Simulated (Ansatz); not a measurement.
## TiO2 (Rutile): the G0W0 gap against the k mesh

Wanted: mesh convergence of the gap correction in TiO2 (Rutile).

Method: G0W0 on PBE, plane waves, PAW; PAW set soft_1, in Ansatz 0.2.0.

## (1) The structure

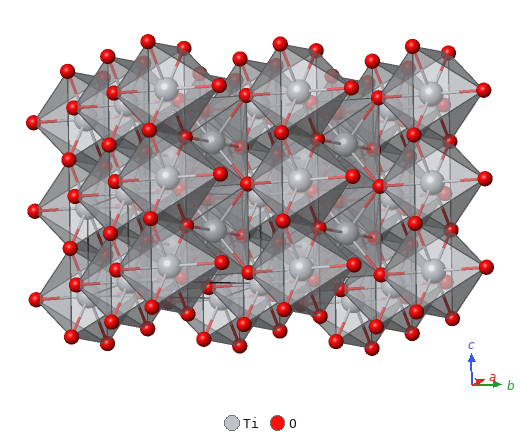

Start, viewed slightly off an axis; titanium light grey, oxygen red. 2×2×2 cells are drawn. Some periodic images of atoms are drawn too.

The cell and positions come from the Crystallography Open Database and are kept as given unless a step says otherwise.

## (2) The 2×2×4 mesh

G0W0 replaces the xc potential by the self-energy, built once from these orbitals. Only a window of levels is corrected, while the sums run over the empty bands that the input names. This step takes PAW set soft_1 files.

File input.yaml:

```yaml
crystal:
  lattice:
    - [4.5922, 0.0, 0.0]
    - [0.0, 4.5922, 0.0]
    - [0.0, 0.0, 2.9574]
  atoms:
    - { symbol: Ti, position: [0.0, 0.0, 0.0] }
    - { symbol: Ti, position: [0.5, 0.5, 0.5] }
    - { symbol: O, position: [0.30496, 0.30496, 0.0] }
    - { symbol: O, position: [0.19504, 0.80496, 0.5] }
    - { symbol: O, position: [0.69504, 0.69504, 0.0] }
    - { symbol: O, position: [0.80496, 0.19504, 0.5] }
kpoints:
  mp_grid: { grid: [2, 2, 4] }
hamiltonian:
  xc: pbe
  pseudopotentials: { kind: paw, azcp: { folder: soft_1 } }
scf:
  occupations: { method: fixed }
gw:
  n_empty_bands: 141
  ecut_chi: 100
  qp_bands: [v2, c2]
  qp_kpoints: band_edges
  screening: { model: contour_deformation }
```

Run with:

```console
$ ansatz run input.yaml --threads 2 --pin off --max-ram 73728MiB --backend cuda --events-out ev --progress --plain --runs-dir out --devices 1 --max-vram 13GiB
```

Numbers of over 12 decimals in the logs are rounded to 6 here.

The log of the run:

```text
GPUs: using 1 of 1 available (devices: 1).
Engine: ansatz 0.2.0, x86_64-unknown-linux-gnu
Pseudopotentials: kind: paw
Pseudopotential: Ti, paw, valence charge 12, recommended cutoff 420 eV (normal), soft_1/Ti.paw.azcp
Pseudopotential: O, paw, valence charge 6, recommended cutoff 420 eV (normal), soft_1/O.paw.azcp
Functional definition: PBE
  parameter kappa = 0.804
  parameter beta = 0.066725
  exchange = pbe_x(kappa = kappa, mu = beta*pi^2/3)
  correlation = pbe_c(beta = beta)
device memory: the entry about to start is reckoned to put 0.6 GiB on a device that reports 32.9 GiB free (of which the cap on the GPU budget leaves the run 13.0 GiB)
GPU FFT provider: cuFFT
GPU libraries: cuBLAS 13.8.2, cuFFT 12.4.0, cuSOLVER 12.3.4
Crystal: 6 atoms, lattice volume = 62.367 Å³
Basis set: ecut = 420 eV, 1217 PW (Γ)
Bands: 30, of which v1, the nominal top of the filled ones, is band 24 counted from 1 (23 counted from 0)
Symmetry: 16 space group operations
Space group: P42/mnm (ITA 136), of the structure as read, at distance tolerance 4.0e-5 Å
k-points: 9 of 16
Non-local potential: Ti, projectors of the file, l = 0: 3, l = 1: 2, l = 2: 3, l = 3: 1
Non-local potential: O, projectors of the file, l = 0: 2, l = 1: 2, l = 2: 1
PAW form: soft (Blöchl's): semilocal exchange-correlation on the pseudo side does not see the compensation charge
PAW one-centre angular grid: Ti, 590 points (default); XC on 64 Gauss nodes
PAW one-centre angular grid: O, 110 points (default); XC on 64 Gauss nodes
Initial density: superposition of atomic densities (chi_scale 0.1, normalization cell, long waves kept (reshape's long-wave potential 0.00 eV rms))
Initial wavefunctions: pseudopotential atomic-orbital guess
GPU buffer pool allocated for 20480 grid points (all kernels)
GPU transforms: local potential and band sums: pruned to the plane-wave sphere, on 32×32×20
Functional: x = pbe(κ = 0.804, μ = 0.219515), c = pbe(β = 0.066725)
SCF iter   1: F=—  HF=-7277.476803 eV  |F-HF|=—  |Δ(HF+E_count)|=         —  Δρ=6.70e-2  dr2=2.72e0  ethr=3.10e-3  ⟨swp⟩=4.0  Hψ=843  notcnv=0  defer=26
preconditioner: auto → Resta (q_TF=auto, 2.612 Å⁻¹)  ε∞=8.5  [insulator: Δε(μ)=2.158 eV  Ē_g=9.703 eV  n_scr=18 (ndim 8)  ℏωp=26.6 eV  f_vac=0.000  ε∞_Penn≈8.5]
SCF iter   2: F=—  HF=-7277.266476 eV  |F-HF|=—  |Δ(HF+E_count)|=   2.10e-1  Δρ=3.88e-2  dr2=7.38e-1  ethr=3.10e-3  ⟨swp⟩=2.0  Hψ=478  notcnv=0  defer=18
SCF iter   3: F=—  HF=-7277.228535 eV  |F-HF|=—  |Δ(HF+E_count)|=   3.79e-2  Δρ=2.27e-2  dr2=3.30e-1  ethr=1.54e-3  ⟨swp⟩=2.0  Hψ=431  notcnv=0  defer=20
SCF iter   4: F=—  HF=-7277.219733 eV  |F-HF|=—  |Δ(HF+E_count)|=   8.80e-3  Δρ=4.83e-3  dr2=1.39e-2  ethr=6.88e-4  ⟨swp⟩=2.8  Hψ=516  notcnv=0  defer=15
SCF iter   5: F=—  HF=-7277.227148 eV  |F-HF|=—  |Δ(HF+E_count)|=   7.41e-3  Δρ=1.72e-3  dr2=2.07e-3  ethr=2.90e-5  ⟨swp⟩=2.0  Hψ=369  notcnv=0  defer=36
SCF iter   6: F=—  HF=-7277.228464 eV  |F-HF|=—  |Δ(HF+E_count)|=   1.32e-3  Δρ=3.25e-4  dr2=4.97e-5  ethr=4.31e-6  ⟨swp⟩=2.0  Hψ=390  notcnv=0  defer=36
SCF iter   7: F=—  HF=-7277.228523 eV  |F-HF|=—  |Δ(HF+E_count)|=   5.97e-5  Δρ=6.39e-5  dr2=2.47e-6  ethr=1.03e-7  ⟨swp⟩=2.0  Hψ=403  notcnv=0  defer=9
SCF iter   8: F=—  HF=-7277.228526 eV  |F-HF|=—  |Δ(HF+E_count)|=   2.29e-6  Δρ=1.66e-5  dr2=1.48e-7  ethr=5.15e-9  ⟨swp⟩=2.4  Hψ=450  notcnv=0  defer=9
SCF iter   9: F=-7277.228526 eV  HF=-7277.228526 eV  |F-HF|=1.64e-10  |Δ(HF+E_count)|=   4.82e-8  Δρ=2.43e-6  dr2=2.89e-9  ethr=2.08e-10  ⟨swp⟩=6.9  Hψ=770  notcnv=0
SCF 1 converged in 9 iterations: F = -7277.228526 eV  dr2 = 2.89e-9
[...]
device memory: the entry about to start is reckoned to put 0.7 GiB on a device that reports 32.9 GiB free (of which the cap on the GPU budget leaves the run 13.0 GiB)
NSCF: frozen V_eff on 9 k-points, pencils in batches of 32, up to order 120
[...]
device memory: the entry about to start is reckoned to put 1.8 GiB on a device that reports 33.3 GiB free (of which the cap on the GPU budget leaves the run 13.0 GiB)
NSCF: frozen V_eff on 9 k-points
G₀W₀ screening: q 1/9
[... further progress lines ...]
SCF converged after 9 iterations
Free energy (F): -7277.228526 eV
Harris-Foulkes:  -7277.228526 eV  (|F-HF|=1.64e-10)
Internal energy: -7277.228526 eV  (E = F + TS)
E sigma→0 (E₀):  -7277.228526 eV
Fermi energy:    9.083498 eV
--- Per-component energies (eV) ---
  E_band       = -393.922348
  E_kinetic    = 1232.920009
  E_local      = -3192.342414  (includes V_loc(G=0)·N_el)
  E_nonlocal   = 323.043247
  E_hartree    = 1207.124330
  E_xc         = -520.811488
  E_vxc        = -659.169948  (∫ρ·V_xc dr)
  E_paw        = -2730.070316  (= ΣΔE_a)
  E_vpaw       = -512.623754  (= ΣTr[D̂ρ^β])
  E_aug_tail   = 0.002931  (compensation charges beyond the density's cutoff)
  E_ewald      = -3597.094824
  E_smearing   = -0.000000  (= −TS)
  E_closure    = -0.000000  (closes the sum)
  Σ components = -7277.228526   (vs F -7277.228526, Δ=0.00e0)
--- Band table (eV; the first three rows and the last of 9) ---
  k-point 0: bands = [... 20 lower, 8.3952, 8.6544, 8.6544, 9.0835, 10.9510, 11.2646, 11.4816, 11.5708, ... 2 higher]
  k-point 1: bands = [... 20 lower, 7.3086, 7.6121, 7.6121, 8.6219, 11.3005, 11.6324, 11.9106, 12.2157, ... 2 higher]
  k-point 2: bands = [... 20 lower, 6.7224, 6.7224, 7.6609, 7.6609, 12.0422, 12.0422, 12.2366, 12.2366, ... 2 higher]
  k-point 8: bands = [... 20 lower, 7.8066, 7.8066, 8.4166, 8.4166, 11.6680, 11.6680, 12.2817, 12.2817, ... 2 higher]
--- G₀W₀: contour deformation, 6 samples at zero and on the imaginary axis and 1 off it, 16 q-points, 141 empty bands' worth ---
  eigenvalues of the whole cell's RPA ε∞ on this k-mesh (on a slab, of 1 + 4πα/V) = 8.4519, 8.4519, 9.4952; static W/v taken at q = 0 is 0.114902
  bands read: the sum over 165 bands ends inside a degenerate multiplet in 7 slots, whose members it reads at an even weight; the widest, k=2: bands 165 to 166 (counted from 1) at 1/2 each
  gw.qp_kpoints: band_edges: 7 of 9 stored k-points solved, in 1 pass; an edge of the gap read off the rows below is read off those points alone
    valence top: of the k-points left out ik 4 came nearest to being solved in a further pass, in band 24 (counted from 1, as in the quasiparticle table): it holds the edge there only if its correction is more favourable than any solved in that band by at least 0.844 eV; those differ by 0.144 eV
    conduction bottom: of the k-points left out ik 4 came nearest to being solved in a further pass, in band 26 (counted from 1, as in the quasiparticle table): it holds the edge there only if its correction is more favourable than any solved in that band by at least 0.635 eV; those differ by 0.139 eV
    ik  band        ε_KS         Σx   Σc(E_QP)       V_xc       Z   E_QP_lin       E_QP  E_QP is
     0    23      8.6544   -26.3587     4.7754   -21.5697  0.7143     8.6409     8.6409  root
     0    24      9.0835   -26.1376     4.8219   -21.3271  0.7044     9.0949     9.0949  root
     0    25     10.9510   -13.2638    -7.0814   -21.7136  0.7157    12.3726    12.3194  root
     0    26     11.2646   -13.2571    -6.8026   -21.3276  0.7159    12.5784    12.5325  root
     1    23      7.6121   -25.4098     4.3698   -21.0288  0.7099     7.6009     7.6009  root
     1    24      8.6219   -25.5632     4.9882   -20.5127  0.7007     8.5595     8.5596  root
     1    25     11.3005   -13.3326    -7.2592   -21.8984  0.7041    12.6600    12.6070  root
     1    26     11.6324   -13.8516    -7.2496   -22.4945  0.7075    13.0878    13.0256  root
     2    23      7.6609   -25.8320     5.1253   -20.5737  0.6970     7.5274     7.5279  root
     2    24      7.6609   -25.8320     5.1253   -20.5737  0.6970     7.5274     7.5279  root
     2    25     12.0422   -14.5509    -7.0056   -22.8348  0.6871    13.3766    13.3206  root
     2    26     12.0422   -14.5509    -7.0056   -22.8348  0.6871    13.3766    13.3206  root
     3    23      8.3430   -25.6103     5.0241   -20.5064  0.6981     8.2631     8.2633  root
     3    24      8.3430   -25.6103     5.0241   -20.5064  0.6981     8.2631     8.2633  root
[...]
6    26     10.9948   -13.4321    -6.9378   -21.7254  0.7172    12.4017    12.3503  root
     8    23      8.4166   -26.3292     4.9316   -21.3372  0.7094     8.3561     8.3563  root
     8    24      8.4166   -26.3292     4.9316   -21.3372  0.7094     8.3561     8.3563  root
     8    25     11.6680   -13.8183    -6.9023   -21.9750  0.6991    12.9714    12.9225  root
     8    26     11.6680   -13.8183    -6.9023   -21.9750  0.6991    12.9714    12.9225  root
```

It took 9.1 s on 1 × NVIDIA H100 80GB HBM3 (shared by 6 runs) with 2 threads of AMD EPYC 7R13 (Zen 3), shared host; peak memory 1.1 GiB; 8.8 s of CPU time.

This step gave:

```yaml
bands_summed: 165
rpa_eps_infinity_on_this_mesh_eigenvalues: 8.452, 8.452, 9.495
plane_waves_in_the_screening_matrix: 145
q_points_in_the_mesh: 16
g0w0_gap_on_the_mesh: 3.159 eV
k_of_the_valence_top: 0, 0, 0
k_of_the_conduction_bottom: 0, -0.5, -0.5
starting_gap_on_the_mesh: 1.867 eV
z_at_the_valence_top: 0.7044
z_at_the_conduction_bottom: 0.7148
least_direct_g0w0_gap_on_the_computed_points: 3.224 eV
```

The gap on the mesh goes from 1.87 eV to 3.16 eV, a correction of +1.29 eV, though a band edge has moved to another state.

## (3) The 4×4×4 mesh

A second mesh at equal bands and cutoff isolates the sampling error.

input.yaml: that of step 2 with these lines changed.

```diff
@@ -13,3 +13,3 @@
 kpoints:
-  mp_grid: { grid: [2, 2, 4] }
+  mp_grid: { grid: [4, 4, 4] }
 hamiltonian:
```

The log of the run:

```text
GPUs: using 1 of 1 available (devices: 1).
[...]
GPU FFT provider: cuFFT
GPU libraries: cuBLAS 13.8.2, cuFFT 12.4.0, cuSOLVER 12.3.4
Crystal: 6 atoms, lattice volume = 62.367 Å³
Basis set: ecut = 420 eV, 1217 PW (Γ)
Bands: 30, of which v1, the nominal top of the filled ones, is band 24 counted from 1 (23 counted from 0)
Symmetry: 16 space group operations
[...]
k-points: 18 of 64
[...]
GPU buffer pool allocated for 20480 grid points (all kernels)
[...]
SCF iter   1: F=—  HF=-7277.513915 eV  |F-HF|=—  |Δ(HF+E_count)|=         —  Δρ=6.60e-2  dr2=2.64e0  ethr=3.10e-3  ⟨swp⟩=4.1  Hψ=1721  notcnv=0  defer=50
[...]
SCF iter   9: F=-7277.279843 eV  HF=-7277.279843 eV  |F-HF|=4.91e-11  |Δ(HF+E_count)|=   5.19e-8  Δρ=2.51e-6  dr2=3.14e-9  ethr=2.08e-10  ⟨swp⟩=6.9  Hψ=1529  notcnv=0
SCF 1 converged in 9 iterations: F = -7277.279843 eV  dr2 = 3.14e-9
[...]
0    23      8.6410   -26.2010     4.6086   -21.5703  0.7200     8.6189     8.6189  root
     0    24      9.0712   -26.1163     4.7754   -21.3290  0.7086     9.0592     9.0593  root
     0    25     10.9662   -13.3537    -6.9632   -21.7083  0.7191    12.4081    12.3575  root
     0    26     11.2760   -13.3679    -6.6575   -21.3217  0.7202    12.6160    12.5723  root
     1    23      7.6037   -25.2849     4.2369   -21.0250  0.7150     7.5807     7.5807  root
     1    24      8.6092   -25.5036     4.9060   -20.5165  0.7043     8.5281     8.5283  root
     1    25     11.3173   -13.4437    -7.1232   -21.8917  0.7075    12.6923    12.6421  root
     1    26     11.6462   -13.9505    -7.1147   -22.4896  0.7116    13.1285    13.0706  root
[...]
17    23      8.4049   -26.2457     4.8296   -21.3387  0.7137     8.3274     8.3276  root
    17    24      8.4049   -26.2457     4.8296   -21.3387  0.7137     8.3274     8.3276  root
    17    25     11.6817   -13.8504    -6.8446   -21.9685  0.7015    13.0039    12.9552  root
    17    26     11.6817   -13.8504    -6.8446   -21.9685  0.7015    13.0039    12.9552  root
[key lines of the parts left out:]
SCF converged after 9 iterations
Free energy (F): -7277.279843 eV
Fermi energy:    9.071151 eV
```

Elapsed: 11 s, on 1 × NVIDIA H100 80GB HBM3 (shared by 6 runs) with 2 threads; peak memory 1.1 GiB; 12 s of CPU time.

Numbers from this step:

* bands summed: 165
* RPA ε∞ on this mesh (eigenvalues): 7.307, 7.307, 9.117
* plane waves in the screening matrix: 145
* q-points in the mesh: 64
* G0W0 gap on the mesh: 3.233 eV
* k of the valence top: 0, 0, 0
* k of the conduction bottom: 0, -0.5, -0.5
* starting gap on the mesh: 1.895 eV
* Z at the valence top: 0.7086
* Z at the conduction bottom: 0.7190
* least direct G0W0 gap on the computed points: 3.298 eV

Against the run with 2×2×4 mesh, 141 empty bands, screening to 100 eV, PAW set soft_1 files, the gap moves by +0.07 eV, while the start moved by +0.03 eV.

## (4) The 4×4×6 mesh

input.yaml: that of step 3 with these lines changed.

```diff
@@ -13,3 +13,3 @@
 kpoints:
-  mp_grid: { grid: [4, 4, 4] }
+  mp_grid: { grid: [4, 4, 6] }
 hamiltonian:
```

The log of the run:

```text
GPUs: using 1 of 1 available (devices: 1).
[...]
GPU FFT provider: cuFFT
GPU libraries: cuBLAS 13.8.2, cuFFT 12.4.0, cuSOLVER 12.3.4
Crystal: 6 atoms, lattice volume = 62.367 Å³
Basis set: ecut = 420 eV, 1217 PW (Γ)
Bands: 30, of which v1, the nominal top of the filled ones, is band 24 counted from 1 (23 counted from 0)
Symmetry: 16 space group operations
[...]
k-points: 24 of 96
[...]
1    26     11.4932   -13.8290    -6.8408   -22.0439  0.7159    12.9181    12.8674  root
[...]
23    23      8.4014   -26.2404     4.8227   -21.3388  0.7140     8.3223     8.3225  root
    23    24      8.4014   -26.2404     4.8227   -21.3388  0.7140     8.3223     8.3225  root
    23    25     11.6845   -13.8581    -6.8313   -21.9669  0.7020    13.0103    12.9621  root
    23    26     11.6845   -13.8581    -6.8313   -21.9669  0.7020    13.0103    12.9621  root
[key lines of the parts left out:]
SCF converged after 9 iterations
Free energy (F): -7277.292937 eV
Fermi energy:    9.067874 eV
```

The job ended after 19 s (1 × NVIDIA H100 80GB HBM3 (shared by 6 runs) with 2 threads; peak memory 1.2 GiB).

Numbers from this step:

```yaml
bands_summed: 165
rpa_eps_infinity_on_this_mesh_eigenvalues: 7.230, 7.230, 8.655
plane_waves_in_the_screening_matrix: 145
g0w0_gap_on_the_mesh: 3.246 eV
k_of_the_valence_top: 0, 0, 0
k_of_the_conduction_bottom: 0, -0.5, -0.5
starting_gap_on_the_mesh: 1.902 eV
least_direct_g0w0_gap_on_the_computed_points: 3.308 eV
```

Against the run with 4×4×4 mesh, 141 empty bands, screening to 100 eV, PAW set soft_1 files, the gap moves by +0.013 eV.

## (5) The 4×4×8 mesh

input.yaml: that of step 4 with these lines changed.

```diff
@@ -13,3 +13,3 @@
 kpoints:
-  mp_grid: { grid: [4, 4, 6] }
+  mp_grid: { grid: [4, 4, 8] }
 hamiltonian:
```

The log of the run:

```text
GPUs: using 1 of 1 available (devices: 1).
[...]
GPU FFT provider: cuFFT
GPU libraries: cuBLAS 13.8.2, cuFFT 12.4.0, cuSOLVER 12.3.4
Crystal: 6 atoms, lattice volume = 62.367 Å³
Basis set: ecut = 420 eV, 1217 PW (Γ)
Bands: 30, of which v1, the nominal top of the filled ones, is band 24 counted from 1 (23 counted from 0)
Symmetry: 16 space group operations
[...]
k-points: 30 of 128
[...]
1    26     11.4022   -13.3852    -7.2183   -21.9524  0.7061    12.8024    12.7511  root
[...]
29    23      8.4011   -26.2354     4.8176   -21.3388  0.7141     8.3220     8.3222  root
    29    24      8.4011   -26.2354     4.8176   -21.3388  0.7141     8.3220     8.3222  root
    29    25     11.6848   -13.8640    -6.8244   -21.9668  0.7022    13.0112    12.9632  root
    29    26     11.6848   -13.8640    -6.8244   -21.9668  0.7022    13.0112    12.9632  root
[key lines of the parts left out:]
SCF converged after 9 iterations
Free energy (F): -7277.293326 eV
Fermi energy:    9.067642 eV
```

It took 23 s on 1 × NVIDIA H100 80GB HBM3 (shared by 6 runs) with 2 threads; peak memory 1.2 GiB.

Numbers from this step:

```yaml
bands_summed: 165
rpa_eps_infinity_on_this_mesh_eigenvalues: 7.218, 7.218, 8.576
plane_waves_in_the_screening_matrix: 145
g0w0_gap_on_the_mesh: 3.248 eV
k_of_the_valence_top: 0, 0, 0
k_of_the_conduction_bottom: 0, -0.5, -0.5
starting_gap_on_the_mesh: 1.902 eV
least_direct_g0w0_gap_on_the_computed_points: 3.308 eV
```

Against the run with 4×4×6 mesh, 141 empty bands, screening to 100 eV, PAW set soft_1 files, the gap moves by +0.002 eV.

## (6) The 6×6×8 mesh

input.yaml: that of step 5 with these lines changed.

```diff
@@ -13,3 +13,3 @@
 kpoints:
-  mp_grid: { grid: [4, 4, 8] }
+  mp_grid: { grid: [6, 6, 8] }
 hamiltonian:
```

The log of the run:

```text
GPUs: using 1 of 1 available (devices: 1).
[...]
GPU FFT provider: cuFFT
GPU libraries: cuBLAS 13.8.2, cuFFT 12.4.0, cuSOLVER 12.3.4
Crystal: 6 atoms, lattice volume = 62.367 Å³
Basis set: ecut = 420 eV, 1217 PW (Γ)
Bands: 30, of which v1, the nominal top of the filled ones, is band 24 counted from 1 (23 counted from 0)
Symmetry: 16 space group operations
[...]
k-points: 50 of 288
[...]
1    26     11.4024   -13.3982    -7.2038   -21.9523  0.7064    12.8035    12.7527  root
[...]
49    23      8.4010   -26.2270     4.8088   -21.3389  0.7144     8.3216     8.3217  root
    49    24      8.4010   -26.2270     4.8088   -21.3389  0.7144     8.3216     8.3217  root
    49    25     11.6849   -13.8675    -6.8195   -21.9667  0.7023    13.0123    12.9646  root
    49    26     11.6849   -13.8675    -6.8195   -21.9667  0.7023    13.0123    12.9646  root
[key lines of the parts left out:]
SCF converged after 9 iterations
Free energy (F): -7277.293593 eV
Fermi energy:    9.067537 eV
```

Elapsed: 61 s, on 1 × NVIDIA H100 80GB HBM3 (shared by 6 runs) with 2 threads; peak memory 1.5 GiB; 88 s of CPU time.

This step gave:

```
bands summed                                 : 165
RPA ε∞ on this mesh (eigenvalues)            : 7.167, 7.167, 8.575
plane waves in the screening matrix          : 145
G0W0 gap on the mesh                         : 3.250 eV
k of the valence top                         : 0, 0, 0
k of the conduction bottom                   : 0, -0.5, -0.5
starting gap on the mesh                     : 1.902 eV
least direct G0W0 gap on the computed points : 3.311 eV
```

Against the run with 4×4×8 mesh, 141 empty bands, screening to 100 eV, PAW set soft_1 files, the gap moves by +0.002 eV.

## (7) The meshes together

Times are wall times on 1 × NVIDIA H100 80GB HBM3 (shared by 6 runs) with 2 threads of AMD EPYC 7R13 (Zen 3), shared host, good to a factor of about two.

```tsv
mesh	points	irreducible	start (eV)	G0W0 (eV)	shift (eV)	RPA ε∞ (mean)	time
2×2×4	16	9	1.867	3.159	+1.292	8.80	9.1 s
4×4×4	64	18	1.895	3.233	+1.338	7.91	11 s
4×4×6	96	24	1.902	3.246	+1.345	7.71	19 s
4×4×8	128	30	1.902	3.248	+1.346	7.67	23 s
6×6×8	288	50	1.902	3.250	+1.348	7.64	61 s
```

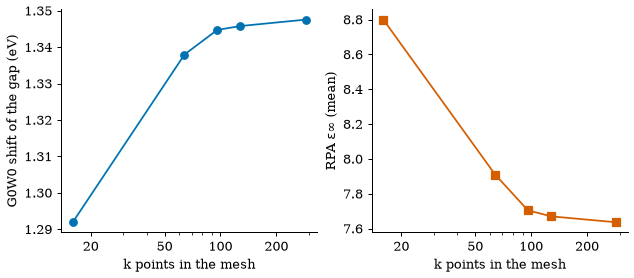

Shift and screening against the mesh.

## (8) Results

```
2×2×4    : 3.159 eV (shift +1.292)
4×4×4    : 3.233 eV (shift +1.338)
4×4×6    : 3.246 eV (shift +1.345)
4×4×8    : 3.248 eV (shift +1.346)
6×6×8    : 3.250 eV (shift +1.348)
settings : PBE start, 141 empty bands, 100 eV
```

In words: The shift is +1.29 eV on 2×2×4 and +1.35 eV on 6×6×8; the last step moves it by +0.002 eV. The RPA ε∞ (mean) ranges from 7.64 to 8.80 and ends at 7.64; the coarsest mesh overstates it. On 6×6×8 the states that bound the G0W0 gap lie 1.938 eV apart in the start, so part of the shift is a change of edge. From 16 to 288 points the time grows 6.7-fold. Bands and cutoff are modest here, so the values stand off the basis limit.

[Paths, hosts, dates, memory and timing lines, banners, echoed tables and standing remarks are left out of the program output.]

[Logs are printed without paths, hosts, clocks, repeated set-up lines and the standing remarks that a program may print on its own settings, such as how far it seeks lower states.]

[Runs of the session that timed out or met a known fault of the program may be left out.]

[Cells called generated may have been cut or substituted from an entry of the Crystallography Open Database or the Materials Project.]

[Hosts, paths, dates, database ids (printed as entryN), source tags and the programs' standing remarks are cut or masked in the printed files.]
